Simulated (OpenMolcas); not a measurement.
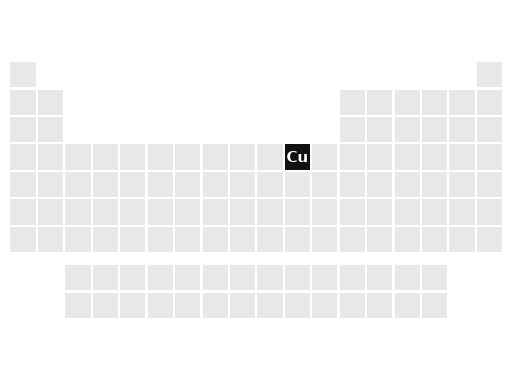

Fig. 1: The place of copper in the periodic table.

**Cu⁷⁺: multiconfigurational calculation**

System: Cu⁷⁺.
Method: state-averaged CASSCF, active space 4 electrons in the shell 3d, basis ANO-R1, X2C scalar Hamiltonian, spin-orbit coupling by RASSI with atomic mean-field integrals (OpenMolcas).

**Input file**
```
&GATEWAY
Coord
1

Cu 0.0 0.0 0.0
Basis=ANO-R1
Group=XYZ
NoMove
AngMom=0.0 0.0 0.0
AMFI
&SEWARD
&RASSCF
FileOrb=start.orb
Symmetry=1
Spin=5
nActEl=5 0 0
Inactive=3 6
Ras2=5 0
CIRoot=5 5 1
SDav=5
CIMx=300
Iter=77 100
PrWF=0.3
OrbListing=Nothing
MaxOrb=0
Atom
>>> COPY $Project.JobIph JOB001
```

The file start.orb holds starting orbitals from an earlier step.

Command:
```bash
OMP_NUM_THREADS=1 MOLCAS_MEM=2252 MOLCAS_PROJECT=a pymolcas a.inp > a.log  # once for each step of the input, in one work folder
```

**Output (extracts)**
```
--- SEWARD ---
Basis set label: CU.ANO-R...5S3P2D1F.

      Electronic valence basis set:
      ------------------
      Associated Effective Charge  29.000000 au
      Associated Actual Charge     29.000000 au
      Nuclear Model: Finite nucleus - Gaussian distribution
        Gaussian exponent, Xi/bohr**(-2):  2.76660E+08

      Shell  nPrim  nBasis  Cartesian Spherical Contaminant
         s      21       5        X
         p      13       3        X
         d       9       2                 X
         f       5       1                 X
                  Relativistic X2C integrals
                  Atomic mean-field integrals
--- RASSCF ---

 Nr of active orbitals     NAC=   5
 Spin degeneracy         ISPIN=   5
 There can be no such wave function.
 ************************************************
--- Stop Module: rasscf at  /rc=_RC_INPUT_ERROR_ ---
.####################.
.# User input error #.
.####################.
```

**Outcome**

```
quantity                      value
 outcome     refused by the program
hardware  1 CPU thread, shared host
```

**Diagnosis**

This input holds a deliberate fault: wrong electron count. The program refused the input; the driver noted: RASSCF spin 5: _RC_INPUT_ERROR_.
